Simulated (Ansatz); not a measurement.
# (KBr)2(NaI)1 [001] superlattice, started as rocksalt type: from the cell to its phonons

Aim: the vibrations of (KBr)2(NaI)1 [001] superlattice, started as rocksalt type, their spectra, and whether the structure is stable.

Method: DFT LDA, scalar-relativistic, plane waves, PAW, in Ansatz 0.2.0.

The structure was built from a prototype and need not be the compound's stable phase.

## Step 1: Starting point

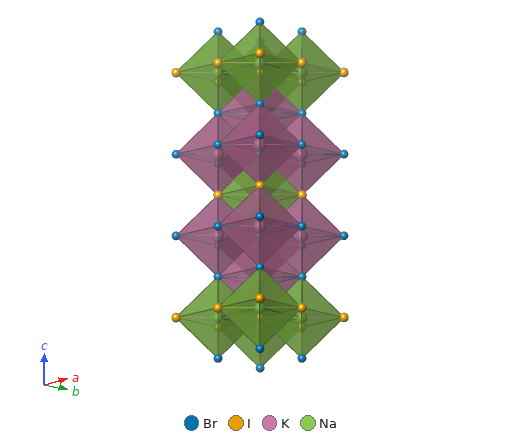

The starting structure, seen from a free direction (bromine blue, iodine orange, potassium pink, sodium green). This picture shows the conventional cell, with its axes. Some periodic images of atoms are drawn too.

## Step 2: Bringing the structure to rest, k-mesh 4×4×4

The cell and atoms are relaxed, since residual forces and stress would shift the frequencies.

input.yaml

```yaml
crystal:
  lattice:
    - [3.27833, 3.27833, 0.0]
    - [-3.27833, 3.27833, 0.0]
    - [3.27833, 0.0, 9.835]
  atoms:
    - { symbol: Br, position: [0.5, 0.5, 0.0] }
    - { symbol: Br, position: [0.833333, 0.166667, 0.333333] }
    - { symbol: I, position: [0.166667, 0.833333, 0.666667] }
    - { symbol: K, position: [0.0, 0.0, 0.0] }
    - { symbol: K, position: [0.333333, 0.666667, 0.333333] }
    - { symbol: Na, position: [0.666667, 0.333333, 0.666667] }
kpoints:
  mp_grid: { grid: [4, 4, 4] }
hamiltonian:
  xc: lda
scf:
  occupations: { method: gaussian, width: 0.02 }
output:
  forces: true
  stress: true
  eigenvalues: true
relax:
  adjacent_minimum: "off"
  f_tol: 0.005
  max_steps: 80
  cell: { stress_tol: 0.05 }
```

Launch:

```sh
> ansatz run input.yaml --threads 8 --pin off --max-ram 14336MiB --backend cpu --events-out ev --progress --plain --runs-dir out
```

Numbers of over 12 decimals in the logs are rounded to 6 here.

Output:

```text
Warning: the atoms were moved onto the symmetric positions of the space group found under crystal.symmetry.tolerance 1.0e-5 (fractional; no operation is sought that the atoms, as they stand in a round, miss by more than twice it, and no atom is moved by as much as it), and the run uses the moved positions. Before a round's move an operation carried an atom to 9.27e-6 Å from where it should land, the largest such dist [...]
Engine: ansatz 0.2.0, x86_64-unknown-linux-gnu
Pseudopotentials: kind: paw
Pseudopotential: Br, paw, valence charge 7, recommended cutoff 420 eV (normal), Br.paw.azcp
Pseudopotential: I, paw, valence charge 17, recommended cutoff 420 eV (normal), I.paw.azcp
Pseudopotential: K, paw, valence charge 9, recommended cutoff 420 eV (normal), K.paw.azcp
Pseudopotential: Na, paw, valence charge 9, recommended cutoff 420 eV (normal), Na.paw.azcp
Functional definition: SPW92
  exchange = slater_x
  correlation = pw_c
Crystal: 6 atoms, lattice volume = 211.402 Å³
Basis set: ecut = 420 eV, 4169 PW (Γ)
Bands: 35, of which v1, the nominal top of the filled ones, is band 29 counted from 1 (28 counted from 0)
Symmetry: 16 space group operations
Space group: I4/mmm (ITA 139), of the structure as read, at distance tolerance 6.0e-5 Å
k-points: 13 of 64
Non-local potential: Br, projectors of the file, l = 0: 2, l = 1: 2, l = 2: 2
Non-local potential: I, projectors of the file, l = 0: 2, l = 1: 2, l = 2: 2, l = 3: 2
Non-local potential: K, projectors of the file, l = 0: 3, l = 1: 2, l = 2: 2
Non-local potential: Na, projectors of the file, l = 0: 3, l = 1: 2, l = 2: 1
PAW form: soft (Blöchl's): semilocal exchange-correlation on the pseudo side does not see the compensation charge
PAW frozen core: Br, regenerated for the run's functional, and the local potential with it (the file was generated under x = pbe(κ = 0.804, μ = 0.219515), c = pbe(β = 0.066725))
PAW frozen core: I, regenerated for the run's functional, and the local potential with it (the file was generated under x = pbe(κ = 0.804, μ = 0.219515), c = pbe(β = 0.066725))
PAW frozen core: K, regenerated for the run's functional, and the local potential with it (the file was generated under x = pbe(κ = 0.804, μ = 0.219515), c = pbe(β = 0.066725))
PAW frozen core: Na, regenerated for the run's functional, and the local potential with it (the file was generated under x = pbe(κ = 0.804, μ = 0.219515), c = pbe(β = 0.066725))
PAW one-centre angular grid: Br, 110 points (default); XC on 64 Gauss nodes
PAW one-centre angular grid: I, 590 points (default); XC on 64 Gauss nodes
PAW one-centre angular grid: K, 110 points (default); XC on 64 Gauss nodes
PAW one-centre angular grid: Na, 110 points (default); XC on 64 Gauss nodes
Initial density: superposition of atomic densities (neutral atoms: chi_scale 0, normalization atom), corrected by the library's trained network
Initial wavefunctions: pseudopotential atomic-orbital guess
Functional: x = slater, c = lda
SCF iter   1: F=—  HF=-17212.077325 eV  |F-HF|=—  |Δ(HF+E_count)|=         —  Δρ=4.93e-3  dr2=2.98e-2  ethr=1.77e-3  ⟨swp⟩=11.7  Hψ=2562  notcnv=0
preconditioner: auto → Resta (q_TF=auto, 2.199 Å⁻¹)  ε∞=2.5  [insulator: Δε(μ)=3.635 eV  Ē_g=12.428 eV  σ=0.020 eV  W_gap=1.00  n_scr=42 (ndim 8)  ℏωp=15.3 eV  f_vac=0.069  D(μ)=0.00/eV (n_scr^D=0)  ε∞_Penn≈2.5]
SCF iter   2: F=—  HF=-17212.067565 eV  |F-HF|=—  |Δ(HF+E_count)|=   9.76e-3  Δρ=2.41e-3  dr2=7.79e-3  ethr=5.14e-5  ⟨swp⟩=2.9  Hψ=1022  notcnv=0  defer=21
SCF iter   3: F=—  HF=-17212.065843 eV  |F-HF|=—  |Δ(HF+E_count)|=   1.72e-3  Δρ=4.70e-4  dr2=3.74e-4  ethr=1.34e-5  ⟨swp⟩=2.2  Hψ=801  notcnv=0  defer=21
SCF iter   4: F=—  HF=-17212.065779 eV  |F-HF|=—  |Δ(HF+E_count)|=   6.43e-5  Δρ=8.90e-5  dr2=2.06e-5  ethr=6.44e-7  ⟨swp⟩=2.0  Hψ=808  notcnv=0  defer=21
SCF iter   5: F=—  HF=-17212.065921 eV  |F-HF|=—  |Δ(HF+E_count)|=   1.42e-4  Δρ=2.75e-5  dr2=1.23e-6  ethr=3.55e-8  ⟨swp⟩=2.1  Hψ=563  notcnv=0  defer=21
SCF iter   6: F=-17212.065922 eV  HF=-17212.065922 eV  |F-HF|=2.50e-8  |Δ(HF+E_count)|=   1.15e-6  Δρ=4.27e-6  dr2=4.53e-8  ethr=1.72e-10  ⟨swp⟩=12.4  Hψ=2396  notcnv=0
SCF 1 converged in 6 iterations: F = -17212.065922 eV  dr2 = 4.53e-8
  greatest PAW one-centre occupation: 1.000 electrons in one spin orbital (limit 2), on the I atom at site 2 (counted from 0), in its partial waves of l = 2
relax step   1: F+E_penalty+E_count = -17212.06592230 eV  Δ(F+E_penalty+E_count) = +0.000e0 eV  max|allowed force component| = 2.436e-1 eV/Å  Δτ_max = 0.0000 Å  P = -1.432 GPa  Ω = 211.402 Å³  (6 SCF iters, dr2 threshold 1.00e-7 eV, accepted)
Crystal: 6 atoms, lattice volume = 201.133 Å³
Basis set: ecut = 420 eV, 3945 PW (Γ)
Initial density: handed on by an earlier stage of this run
Initial wavefunctions: those handed on with the density
iter 1 solved again at ethr=2.74e-4 eV; its pass at ethr=3.10e-3 eV (dr2=1.59e-1 eV) is discarded
SCF iter   1: F=—  HF=-17212.236465 eV  |F-HF|=—  |Δ(HF+E_count)|=         —  Δρ=5.86e-3  dr2=1.62e-1  ethr=2.74e-4  ⟨swp⟩=2.1  Hψ=2792  notcnv=0
preconditioner: auto → Resta (q_TF=auto, 2.218 Å⁻¹)  ε∞=2.5  [insulator: Δε(μ)=3.538 eV  Ē_g=12.628 eV  σ=0.020 eV  W_gap=1.00  n_scr=42 (ndim 8)  ℏωp=15.7 eV  f_vac=0.039  D(μ)=0.00/eV (n_scr^D=0)  ε∞_Penn≈2.5]
SCF iter   2: F=—  HF=-17212.187642 eV  |F-HF|=—  |Δ(HF+E_count)|=   4.88e-2  Δρ=1.34e-3  dr2=8.28e-3  ethr=2.74e-4  ⟨swp⟩=3.6  Hψ=808  notcnv=0
SCF iter   3: F=—  HF=-17212.185000 eV  |F-HF|=—  |Δ(HF+E_count)|=   2.64e-3  Δρ=5.23e-4  dr2=6.39e-4  ethr=1.43e-5  ⟨swp⟩=3.8  Hψ=883  notcnv=0
SCF iter   4: F=—  HF=-17212.184803 eV  |F-HF|=—  |Δ(HF+E_count)|=   1.97e-4  Δρ=7.27e-5  dr2=1.42e-5  ethr=1.10e-6  ⟨swp⟩=2.1  Hψ=676  notcnv=0
SCF iter   5: F=—  HF=-17212.184943 eV  |F-HF|=—  |Δ(HF+E_count)|=   1.39e-4  Δρ=2.56e-5  dr2=1.05e-6  ethr=2.45e-8  ⟨swp⟩=2.0  Hψ=826  notcnv=0
SCF iter   6: F=-17212.184942 eV  HF=-17212.184942 eV  |F-HF|=2.02e-8  |Δ(HF+E_count)|=   3.93e-7  Δρ=6.11e-6  dr2=7.64e-8  ethr=1.03e-9  ⟨swp⟩=8.7  Hψ=2192  notcnv=0
SCF 2 converged in 6 iterations: F = -17212.184942 eV  dr2 = 7.64e-8
relax step   2: F+E_penalty+E_count = -17212.18494216 eV  Δ(F+E_penalty+E_count) = -1.190e-1 eV  max|allowed force component| = 5.303e-2 eV/Å  Δτ_max = 0.0984 Å  P = -0.878 GPa  Ω = 201.133 Å³  energy of the carried Pulay correction = +1.016e-3 eV  (6 SCF iters, dr2 threshold 6.00e-7 eV, accepted)
Crystal: 6 atoms, lattice volume = 189.760 Å³
Basis set: ecut = 420 eV, 3697 PW (Γ)
iter 1 solved again at ethr=4.71e-5 eV; its pass at ethr=3.10e-3 eV (dr2=2.73e-2 eV) is discarded
SCF iter   1: F=—  HF=-17212.226379 eV  |F-HF|=—  |Δ(HF+E_count)|=         —  Δρ=2.29e-3  dr2=2.81e-2  ethr=4.71e-5  ⟨swp⟩=2.9  Hψ=3012  notcnv=0
preconditioner: auto → Resta (q_TF=auto, 2.239 Å⁻¹)  ε∞=2.6  [insulator: Δε(μ)=3.683 eV  Ē_g=12.759 eV  σ=0.020 eV  W_gap=1.00  n_scr=42 (ndim 8)  ℏωp=16.2 eV  f_vac=0.029  D(μ)=0.00/eV (n_scr^D=0)  ε∞_Penn≈2.6]
SCF iter   2: F=—  HF=-17212.217664 eV  |F-HF|=—  |Δ(HF+E_count)|=   8.71e-3  Δρ=7.85e-4  dr2=2.63e-3  ethr=4.71e-5  ⟨swp⟩=4.0  Hψ=829  notcnv=0
SCF iter   3: F=—  HF=-17212.216681 eV  |F-HF|=—  |Δ(HF+E_count)|=   9.83e-4  Δρ=3.25e-4  dr2=3.06e-4  ethr=4.54e-6  ⟨swp⟩=2.3  Hψ=759  notcnv=0
SCF iter   4: F=—  HF=-17212.216703 eV  |F-HF|=—  |Δ(HF+E_count)|=   2.12e-5  Δρ=6.46e-5  dr2=7.91e-6  ethr=5.28e-7  ⟨swp⟩=2.0  Hψ=718  notcnv=0
SCF iter   5: F=-17212.216702 eV  HF=-17212.216703 eV  |F-HF|=9.38e-8  |Δ(HF+E_count)|=   9.42e-8  Δρ=1.67e-5  dr2=4.69e-7  ethr=1.03e-9  ⟨swp⟩=9.8  Hψ=2396  notcnv=0
SCF 3 converged in 5 iterations: F = -17212.216702 eV  dr2 = 4.69e-7
relax step   3: F+E_penalty+E_count = -17212.21670249 eV  Δ(F+E_penalty+E_count) = -3.176e-2 eV  max|allowed force component| = 1.332e-2 eV/Å  Δτ_max = 0.0456 Å  P = +0.131 GPa  Ω = 189.760 Å³  energy of the carried Pulay correction = +2.201e-3 eV  (5 SCF iters, dr2 threshold 6.00e-7 eV, accepted)
[...]
relax step   4: F+E_penalty+E_count = -17212.21812557 eV  Δ(F+E_penalty+E_count) = -1.423e-3 eV  max|allowed force component| = 2.246e-3 eV/Å  Δτ_max = 0.0039 Å  P = -0.022 GPa  Ω = 191.124 Å³  energy of the carried Pulay correction = +2.056e-3 eV  (5 SCF iters, dr2 threshold 1.55e-7 eV, accepted)
[...]
relax step   5: F+E_penalty+E_count = -17212.21828573 eV  Δ(F+E_penalty+E_count) = -1.602e-4 eV  max|allowed force component| = 1.195e-3 eV/Å  Δτ_max = 0.0014 Å  P = -0.006 GPa  Ω = 190.950 Å³  energy of the carried Pulay correction = +2.074e-3 eV  (4 SCF iters, dr2 threshold 2.33e-8 eV, accepted)
Initial wavefunctions: pseudopotential atomic-orbital guess (no wavefunctions were taken with the density)
iter 1 solved again at ethr=4.24e-7 eV; its pass at ethr=3.10e-3 eV (dr2=2.46e-4 eV) is discarded
SCF iter   1: F=—  HF=-17212.216212 eV  |F-HF|=—  |Δ(HF+E_count)|=         —  Δρ=8.24e-5  dr2=1.79e-6  ethr=4.24e-7  ⟨swp⟩=3.8  Hψ=3827  notcnv=0
preconditioner: auto → Resta (q_TF=auto, 2.237 Å⁻¹)  ε∞=2.6  [insulator: Δε(μ)=3.789 eV  Ē_g=12.739 eV  σ=0.020 eV  W_gap=1.00  n_scr=42 (ndim 8)  ℏωp=16.1 eV  f_vac=0.037  D(μ)=0.00/eV (n_scr^D=0)  ε∞_Penn≈2.6]
SCF iter   2: F=—  HF=-17212.216213 eV  |F-HF|=—  |Δ(HF+E_count)|=   1.25e-6  Δρ=4.13e-5  dr2=4.47e-7  ethr=3.09e-9  ⟨swp⟩=2.2  Hψ=823  notcnv=0
SCF iter   3: F=—  HF=-17212.216213 eV  |F-HF|=—  |Δ(HF+E_count)|=   2.26e-7  Δρ=4.90e-6  dr2=8.62e-9  ethr=7.71e-10  ⟨swp⟩=2.3  Hψ=816  notcnv=0
SCF iter   4: F=—  HF=-17212.216213 eV  |F-HF|=—  |Δ(HF+E_count)|=   1.59e-9  Δρ=5.05e-7  dr2=2.88e-10  ethr=1.49e-11  ⟨swp⟩=2.0  Hψ=821  notcnv=0
SCF iter   5: F=-17212.216213 eV  HF=-17212.216213 eV  |F-HF|=7.28e-12  |Δ(HF+E_count)|=  4.73e-11  Δρ=9.42e-8  dr2=1.60e-11  ethr=1.00e-12  ⟨swp⟩=6.8  Hψ=2014  notcnv=0
SCF 6 converged in 5 iterations: F = -17212.216213 eV  dr2 = 1.60e-11
relax step   6: F+E_penalty+E_count = -17212.21621317 eV  Δ(F+E_penalty+E_count) = +2.073e-3 eV  max|allowed force component| = 1.187e-3 eV/Å  Δτ_max = 0.0000 Å  P = -0.006 GPa  Ω = 190.950 Å³  stress off target by 1.25e-2 GPa  SCF on the basis re-selected at this cell (its energy is not comparable with the rows above)  (5 SCF iters)
basis re-selected at this cell: Δ(F+E_penalty+E_count) = +2.073e-3 eV, ΔP = -0.001 GPa vs the last step (what re-selecting the basis moved, of the pressure what is left beyond the Pulay correction that the steps carried, after the strain that the cell walked since its last selection, with what the two solves' SCF thresholds leave and, on support functions, any second-order correction that the steps lacked; it is no measure of the basis error at this ecutwfc). The dense FFT grid was sized anew with the basis: this SCF ran on 30×30×72 points, the steps before it on 32×32×72, so part of this shift can come from that change (see relax.cell in the input reference). [rest of the remark cut]
SCF converged after 5 iterations
Free energy (F): -17212.216213 eV
Harris-Foulkes:  -17212.216213 eV  (|F-HF|=7.28e-12)
Internal energy: -17212.216213 eV  (E = F + TS)
E sigma→0 (E₀):  -17212.216213 eV
Fermi energy:    4.373872 eV
--- Per-component energies (eV) ---
  E_band       = -854.966489
  E_kinetic    = 1089.671529
  E_local      = -5340.550829  (includes V_loc(G=0)·N_el)
  E_nonlocal   = 206.127425
  E_hartree    = 2227.580874
  E_xc         = -956.526111
  E_vxc        = -718.513243  (∫ρ·V_xc dr)
  E_paw        = -10712.207068  (= ΣΔE_a)
  E_vpaw       = -546.863098  (= ΣTr[D̂ρ^β])
  E_aug_tail   = 0.000059  (compensation charges beyond the density's cutoff)
  E_ewald      = -3728.162220
  E_core_change = 1.850128  (= ΣΔE_core)
  E_smearing   = -0.000000  (= −TS)
  E_closure    = -0.000000  (closes the sum)
  Σ components = -17212.216213   (vs F -17212.216213, Δ=0.00e0)
--- Forces (eV/Å), atoms counted from 1 ---
  atom   1  Br     0.00000000     0.00000000    -0.00118705
  atom   2  Br     0.00000000     0.00000000     0.00118705
  atom   3  I      0.00000000     0.00000000     0.00000000
  atom   4  K      0.00000000     0.00000000    -0.00049834
  atom   5  K      0.00000000     0.00000000     0.00049834
  atom   6  Na     0.00000000     0.00000000     0.00000000
  max |Σ_I F_I| component: 1.08e-19 eV/Å
--- Stress (GPa, compression-positive) ---
       -0.003366       0.000000       0.000000
       -0.000000      -0.003366       0.000000
        0.000000       0.000000      -0.012506
  P = ⅓ Tr σ = -0.0064 GPa (-0.064 kbar)
--- Band table (eV; the first three rows and the last of 13) ---
  k-point 0: bands = [... 25 lower, 1.7570, 2.3405, 2.4645, 2.4645, 6.2680, 7.6657, 8.1178, 8.1406, ... 2 higher]
  k-point 1: bands = [... 25 lower, 1.8173, 2.1250, 2.4492, 2.4492, 6.5614, 7.5699, 7.8174, 8.3656, ... 2 higher]
  k-point 2: bands = [... 25 lower, 1.8476, 1.8476, 2.4333, 2.4333, 7.1258, 7.2715, 7.5061, 8.6353, ... 2 higher]
  k-point 12: bands = [... 25 lower, 1.4010, 1.6818, 1.6818, 2.0832, 7.6473, 7.7435, 7.7435, 9.4641, ... 2 higher]
--- Relaxed structure (5 steps of the walk, 5 accepted, 1 SCFs on fresh bases) ---
  F+E_penalty+E_count = -17212.21621317 eV   max|allowed force component| = 1.187e-3 eV/Å   (the final SCF, on the basis selected at the relaxed cell)
  cell:  # Å, volume = 190.9499 Å³
    - [3.162310, 3.162310, 0.0]
    - [-3.162310, 3.162310, 0.0]
    - [3.162310, 0, 9.547301]
  atoms:
    - { symbol: Br, position: [0.506412, 0.493588, -0.012825] }
    - { symbol: Br, position: [0.826921, 0.173079, 0.346158] }
    - { symbol: I, position: [0.166667, 0.833333, 0.666667] }
    - { symbol: K, position: [-0.00567167, 0.00567167, 0.011343] }
    - { symbol: K, position: [0.339005, 0.660995, 0.321990] }
    - { symbol: Na, position: [0.666667, 0.333333, 0.666667] }
```

Wall time 10 s (8 threads of Intel Xeon Platinum 8259CL at 2.50GHz (Skylake/Cascade Lake), shared host); peak memory 0.79 GiB; 44 s of CPU time.

Relaxation path:

```
step  energy less that of the first step (eV)  largest force component (eV/Å)  pressure (GPa)  volume (Å³)
   1                                   0.0000                          0.2436           -1.43       211.40
   2                                  -0.1190                          0.0530           -0.88       201.13
   3                                  -0.1508                          0.0133            0.13       189.76
   4                                  -0.1522                          0.0022           -0.02       191.12
   5                                  -0.1524                          0.0012           -0.01       190.95
  6*                                  -0.1503                          0.0012           -0.01       190.95
```

Relaxation steps marked * repeat the geometry before them on a plane-wave basis chosen anew for their cell, so energy and pressure can jump there.

Forces are held to the 16 operations that the run works with; a distortion that breaks them can't arise in this run.

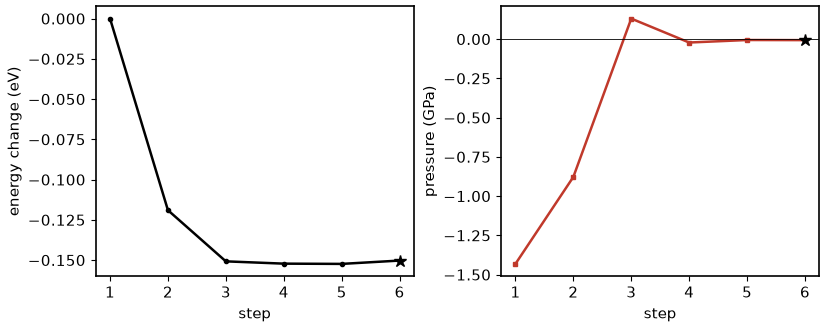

Energy and pressure along the relaxation. Stars mark steps on a basis chosen anew.

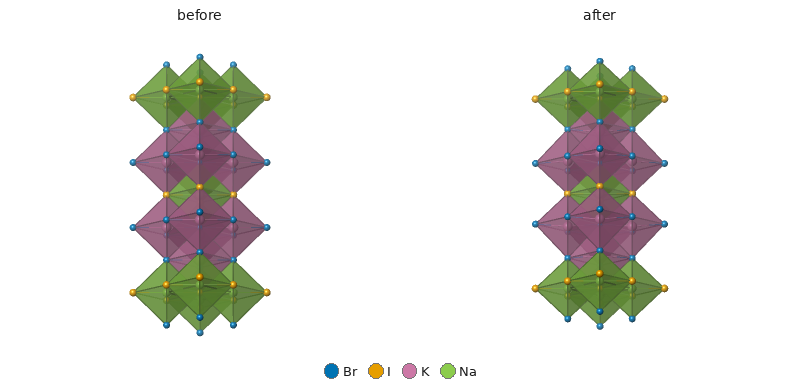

The structure before and after the relaxation, drawn at the same scale.

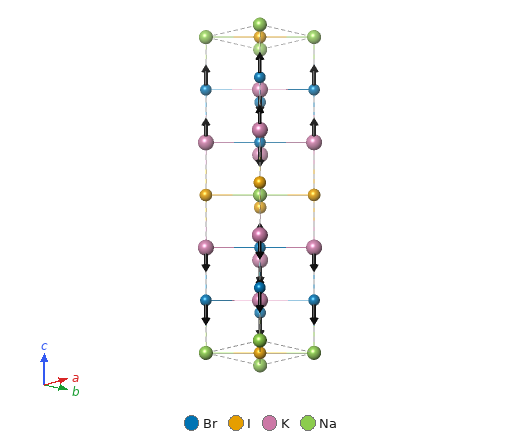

Displacements in the relaxation, exaggerated, measured against the changing cell; the longest in the cell stands for 0.12 Å. Some periodic images of atoms are drawn too.

```csv
"conventional cell, symmetrised",before,after,change
a (Å),4.636,4.472,-3.5 %
b (Å),4.636,4.472,-3.5 %
c (Å),19.670,19.095,-2.9 %
volume (Å³/atom),35.23,31.82,-9.7 %
```

The atoms that moved most (Å, as changes of fractional coordinates times the final cell):

```csv
atom,dx,dy,dz,length
Br2,0.000,0.000,0.122,0.122
Br1,0.000,0.000,-0.122,0.122
K4,0.000,0.000,0.108,0.108
K5,0.000,0.000,-0.108,0.108
```

Final coordinates:

```cif
data_structure
_symmetry_space_group_name_H-M 'P 1'
_symmetry_Int_Tables_number 1
_cell_length_a 4.4722
_cell_length_b 4.4722
_cell_length_c 10.0574
_cell_angle_alpha 102.846
_cell_angle_beta 77.154
_cell_angle_gamma 90.000
_cell_volume 190.95
loop_
_atom_site_label
_atom_site_type_symbol
_atom_site_fract_x
_atom_site_fract_y
_atom_site_fract_z
_atom_site_occupancy
Br1 Br 0.50641 0.49359 0.98718 1
Br2 Br 0.82692 0.17308 0.34616 1
I3 I 0.16667 0.83333 0.66667 1
K4 K 0.99433 0.00567 0.01134 1
K5 K 0.33901 0.66099 0.32199 1
Na6 Na 0.66667 0.33333 0.66667 1
```

A gap read on the k-mesh alone can miss the band edges.

Numbers from this step:

| Property | Result |
| --- | --- |
| pressure | -0.006413 GPa |
| gap on the k-mesh | 3.789 eV |
| volume per atom | 31.82 Å³ |
| direct gap on mesh | 3.804 eV |

In this step the volume went from 35.23 to 31.82 Å³/atom.

## Step 3: Relaxation, k-mesh 6×6×6

The relaxation is repeated from its end, on the mesh and smearing that suit the cell and gap now reached.

input.yaml, the sections that differ from step 2:

```yaml
crystal:
  lattice:
    - [3.1623096684, 3.1623096684, 0.0]
    - [-3.1623096684, 3.1623096684, 0.0]
    - [3.1623096684, 0.0, 9.5473010507]
  atoms:
    - { symbol: Br, position: [0.5064124023, 0.4935875977, -0.0128248045] }
    - { symbol: Br, position: [0.8269209311, 0.1730790689, 0.3461581378] }
    - { symbol: I, position: [0.1666666667, 0.8333333333, 0.6666666667] }
    - { symbol: K, position: [-0.0056716735, 0.0056716735, 0.0113433471] }
    - { symbol: K, position: [0.3390050069, 0.6609949931, 0.3219899863] }
    - { symbol: Na, position: [0.6666666667, 0.3333333333, 0.6666666667] }
kpoints:
  mp_grid: { grid: [6, 6, 6] }
# hamiltonian, scf, output, relax: as in step 2
```

Output:

```text
[...]
Crystal: 6 atoms, lattice volume = 190.950 Å³
Basis set: ecut = 420 eV, 3759 PW (Γ)
Bands: 35, of which v1, the nominal top of the filled ones, is band 29 counted from 1 (28 counted from 0)
Symmetry: 16 space group operations
[...]
k-points: 30 of 216
[...]
- [3.1623096684, 3.1623096684, 0.0]
    - [-3.1623096684, 3.1623096684, 0.0]
    - [3.1623096684, 0.0, 9.5473010507]
  atoms:
    - { symbol: Br, position: [0.506412, 0.493588, -0.012825] }
    - { symbol: Br, position: [0.826921, 0.173079, 0.346158] }
    - { symbol: I, position: [0.166667, 0.833333, 0.666667] }
    - { symbol: K, position: [-0.00567167, 0.00567167, 0.011343] }
    - { symbol: K, position: [0.339005, 0.660995, 0.321990] }
    - { symbol: Na, position: [0.666667, 0.333333, 0.666667] }
[key lines of the parts left out:]
SCF converged after 4 iterations
Free energy (F): -17212.219845 eV
Fermi energy:    4.372098 eV
P = ⅓ Tr σ = -0.0170 GPa (-0.170 kbar)
```

Run time: 3.7 s. Hardware: 8 threads; peak memory 0.79 GiB; 26 s of CPU time.

Little changed from the start: no atom moved by 0.005 Å and no cell edge by 0.1 %.

Numbers from this step:

```
pressure           : -0.01699 GPa
gap on the k-mesh  : 3.791 eV
direct gap on mesh : 3.806 eV
```

In this step the volume went from 31.82 to 31.82 Å³/atom.

(Part 1 of 2 ends here.)

[Logs are printed without paths, hosts, clocks, repeated set-up lines and the standing remarks that a program may print on its own settings, such as how far it seeks lower states.]

[Hosts, paths, dates, database ids (printed as entryN), source tags and the programs' standing remarks are cut or masked in the printed files.]
